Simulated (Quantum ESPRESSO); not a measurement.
# Cost against accuracy: ecutwfc for In (I4/mmm, 1 atom in the cell)

```yaml
crystal:
  lattice:
    - [-1.61996, 1.61996, 2.47794]
    - [1.61996, -1.61996, 2.47794]
    - [1.61996, 1.61996, -2.47794]
  atoms:
    - { symbol: In, position: [0.00000, 0.00000, 0.00000] }
```

Method: PBE, GBRV 1.5 ultrasoft (PBE) pseudopotentials (plane waves; Quantum ESPRESSO).

Base settings: ecutwfc = 40 Ry; ecutrho = 200 Ry; occupations = smearing; smearing = gaussian; degauss = 0.019992 Ry; potentials = {In: in_pbe_v1.4.uspp.F.UPF}; K_POINTS = automatic 11 11 11 0 0 0; conv_thr = 1e-10 Ry; mixing_beta = 0.3.

Misses are taken against the tightest run, 60 Ry (ecutrho: 200 Ry → 300 Ry), which need not be fully converged itself. The energy is the free energy per atom.

The count of work is k-points × plane waves × bands × iterations; it is no time, and leaves out set-up, grids and terms that scale otherwise. 

The starting cell comes from a database of computed structures (which also holds hypothetical and non-ambient phases and stackings), without a prior relaxation at this level. Its lattice was rescaled by a random factor within 2.5 % of one.

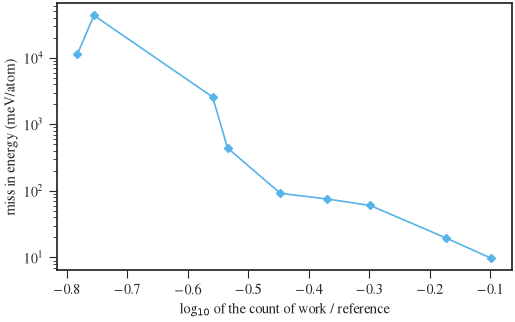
Miss against the count of work; the reference run is not drawn, and misses under 0.1 meV/atom are drawn there.

| ecutwfc | energy less reference (meV/atom) | pressure less reference (GPa) | count of work / reference |
|---|---|---|---|
| 16 Ry (ecutrho: 200 Ry → 80 Ry) | 43310.56 | -931.61 | 0.18 |
| 20 Ry (ecutrho: 200 Ry → 100 Ry) | 11408.24 | -326.98 | 0.17 |
| 24 Ry (ecutrho: 200 Ry → 120 Ry) | 2570.78 | -101.67 | 0.28 |
| 28 Ry (ecutrho: 200 Ry → 140 Ry) | 441.27 | -23.15 | 0.29 |
| 32 Ry (ecutrho: 200 Ry → 160 Ry) | 91.93 | -1.64 | 0.36 |
| 36 Ry (ecutrho: 200 Ry → 180 Ry) | 75.62 | 0.79 | 0.43 |
| 40 Ry | 60.41 | -0.31 | 0.50 |
| 46 Ry (ecutrho: 200 Ry → 230 Ry) | 19.58 | 0.00 | 0.67 |
| 52 Ry (ecutrho: 200 Ry → 260 Ry) | 9.77 | 0.82 | 0.80 |
| 60 Ry (ecutrho: 200 Ry → 300 Ry) | 0.00 | 0.00 | 1.0 |

The last two settings still differ by 9.8 meV/atom, so the table cannot show that the reference is converged.

Smallest miss in the energy for at most 0.2 times the reference's count of work: 20 Ry (ecutrho: 200 Ry → 100 Ry), with a miss of 11000 meV/atom at a count of 0.17.

The step from 16 Ry (ecutrho: 200 Ry → 80 Ry) to 40 Ry: it takes the miss in the energy from 43000 to 60 meV/atom, for 2.9 times the count of work.

Left out of this page: 2 runs of the series outside the window shown, repeating another row's setting, or not comparable.
